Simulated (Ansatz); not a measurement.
# A computed series for Ni: response to strain

Consider Ni in the fcc (Cu type) structure (space group Fm-3m, No. 225; ferromagnetic; relaxed with 0.1 eV smearing).

```yaml
crystal:
  lattice:
    - [0.00000, 1.73942, 1.73942]
    - [1.73942, 0.00000, 1.73942]
    - [1.73942, 1.73942, 0.00000]
  atoms:
    - { symbol: Ni, position: [0.00000, 0.00000, 0.00000] }
```

Strains are applied to the cell and any free atomic positions relax.

Calculations: r2SCAN (Ansatz, a quantum-chemistry and plane-wave program), no SOC.

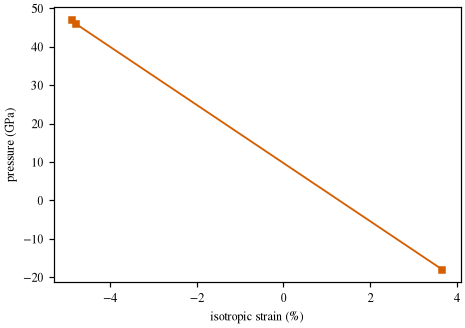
Fig. 1. Pressure against isotropic strain

```csv
isotropic strain (%),pressure
-4.87,47.1 GPa
-4.79,46.0 GPa
3.67,-18.0 GPa
```

The magnetic state is the one reached from the starting moments; the real material's order can differ, and small cells can't hold many antiferromagnetic ones. Whether these cells are dynamically stable was not tested.
